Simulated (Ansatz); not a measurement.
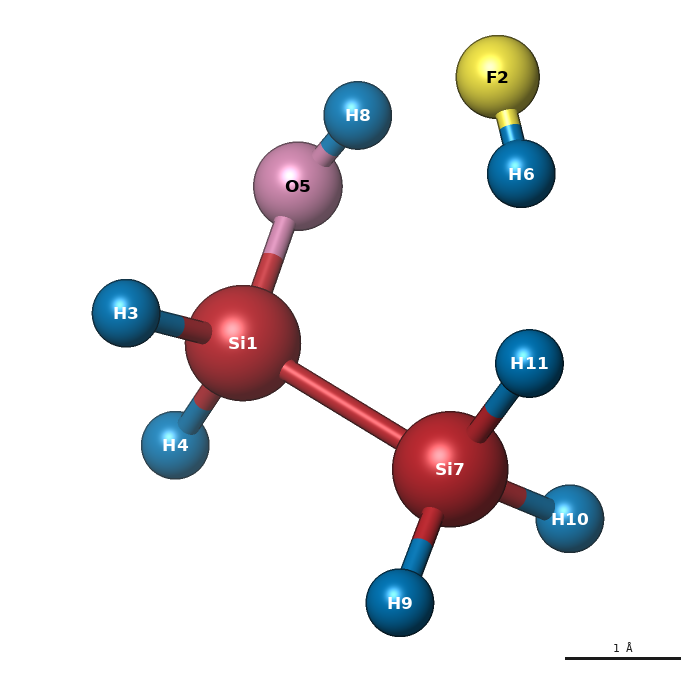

The geometry was computed by an optimisation with PBE0-D4/def2-TZVP.

Find the hydrogen bonds (donors O, N, F, S or Cl) and give their geometry.

```tsv
D–H···A	D–H (Å)	H···A (Å)	angle (°)	kind
O5–H8···F2	0.96	2.03	149	intermolecular
```
